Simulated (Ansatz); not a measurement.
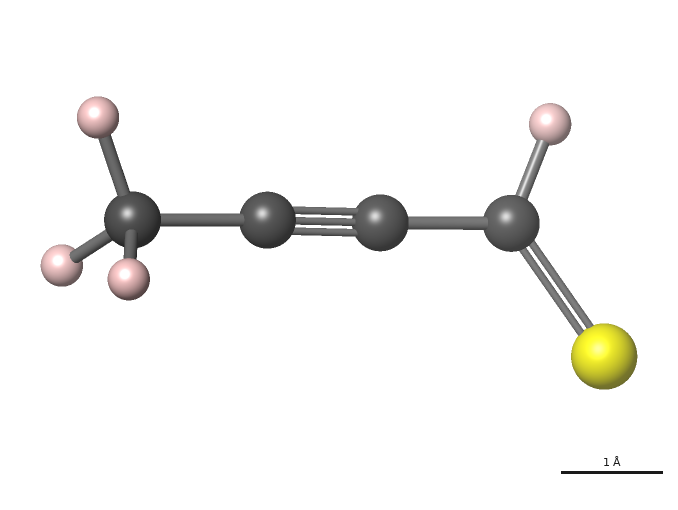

Rendered structure (ball-and-stick style). Double and triple bonds are drawn as two and three sticks. Colours: carbon dark grey, sulfur yellow, hydrogen pink.

> What is the molecular formula?

C₄H₄S, 9 atoms: 4 carbon, 4 hydrogen and 1 sulfur.

> Name functional groups in it.

Among them: alkyne.

More results for the same structure follow; atom numbers are the same in all pictures, views and colours differ. The geometry was computed by an optimisation with PBE0-D4/def2-TZVP.

**Geometry**

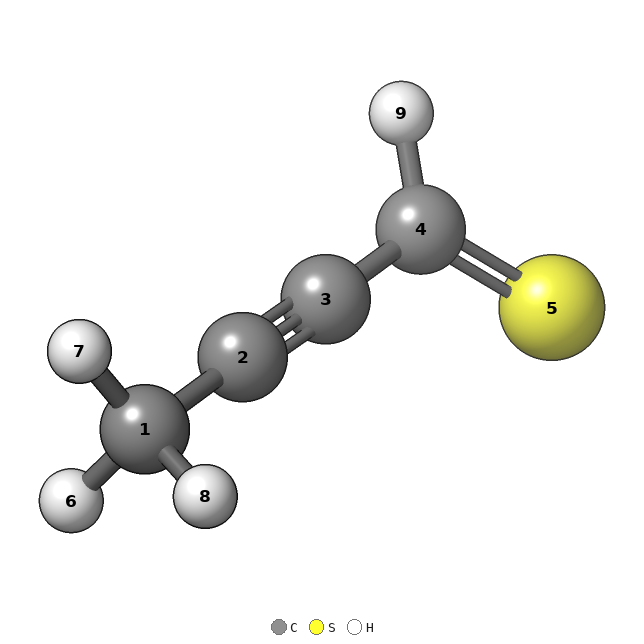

Numbered structure.

> Describe the coordination of atom 1.

C1 has 4 neighbours (C2 at 1.44, H6 at 1.09, H7 at 1.09, H8 at 1.09 Å); the arrangement is tetrahedral.

> How are the neighbours of atom 3 arranged?

C3 has 2 neighbours (C2 at 1.21, C4 at 1.40 Å); the arrangement is linear.

> How are the neighbours of atom 2 arranged?

C2 has 2 neighbours (C1 at 1.44, C3 at 1.21 Å); the arrangement is linear.

> How are the neighbours of atom 4 arranged?

C4 has 3 neighbours (C3 at 1.40, S5 at 1.62, H9 at 1.09 Å); the arrangement is trigonal planar.

**Electronic properties**

Method: RKS CAM-B3LYP-D4/def2-TZVPP (Ansatz 0.2.0).

> Give the HOMO–LUMO gap at this level.

6.26 eV.

> Give the HOMO energy (Kohn–Sham orbital) at this level.

−7.89 eV.

> What is the dispersion correction?

−14.3 kJ/mol.

**Charges**

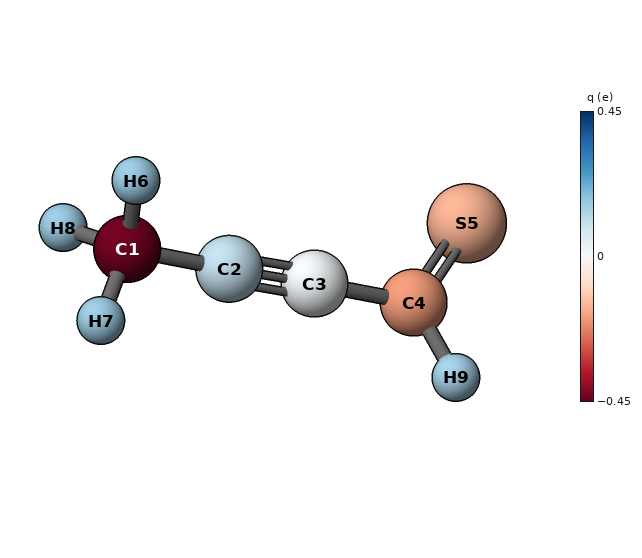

Atoms are coloured by their Mulliken charges. Method: RKS PBE0-D4/def2-TZVP (Ansatz 0.2.0).

List the Mulliken charges.

```
atom  value (e)
  C1      −0.43
  C2       0.11
  C3       0.02
  C4      −0.19
  S5      −0.16
  H6       0.17
  H7       0.16
  H8       0.17
  H9       0.15
```

**Dipole moment**

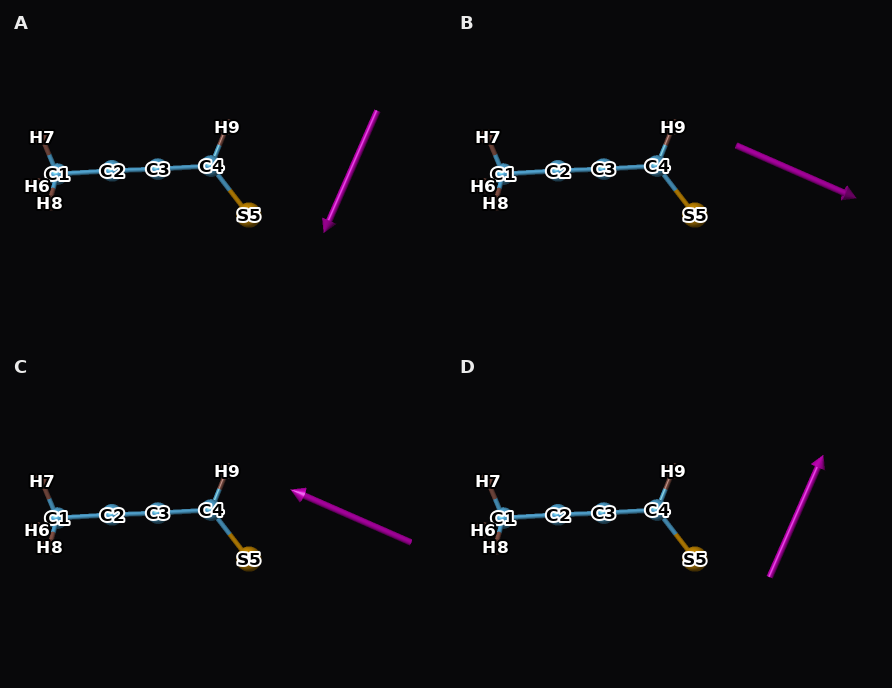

The same molecule four times, each with an arrow. Properties computed with RKS B3LYP-D4/def2-TZVPP (Ansatz 0.2.0).

> Which arrow points along the dipole moment, from the negative to the positive end?

C. The dipole moment is 3.51 D; it points from the side of S5 to the side of H7 (the outermost atoms at the two ends).

Mulliken values depend strongly on the basis set and can even reverse the polarity of a bond.
